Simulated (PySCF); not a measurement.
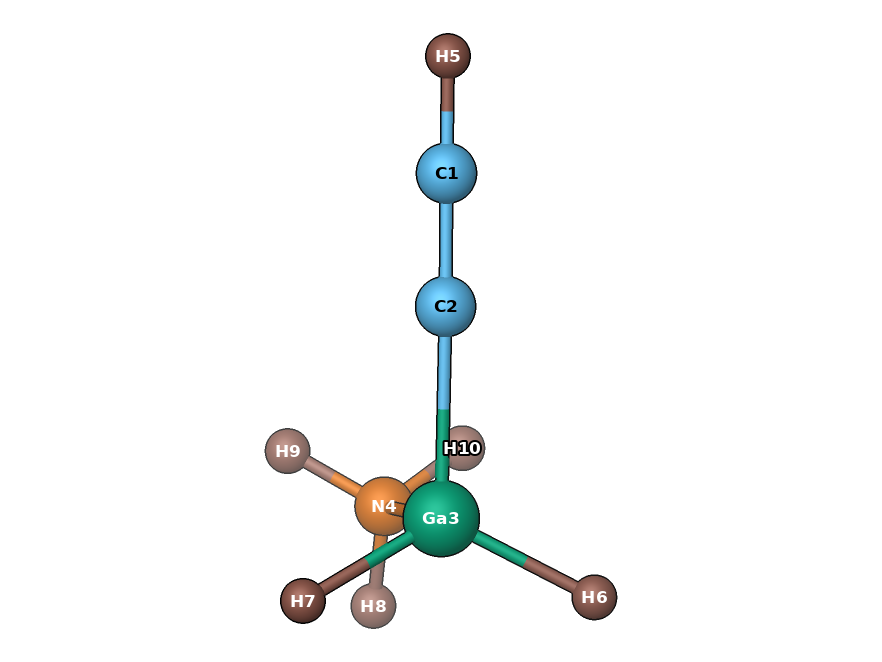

N4 lies behind Ga3. The molecule seen a little off the Ga3–N4 bond, Ga3 in front. Depth is shown by fading: the farther an atom, the more it takes the colour of the background. Computed geometry: PBE0-D3(BJ)/def2-SVP optimisation. No frequency run is at hand to confirm it as a minimum.

### What is the torsion angle C2–Ga3–N4–H8? The sign is positive where the front bond must turn clockwise to cover the back bond.

180°, antiperiplanar (anti). The bonds about Ga3–N4 are staggered.
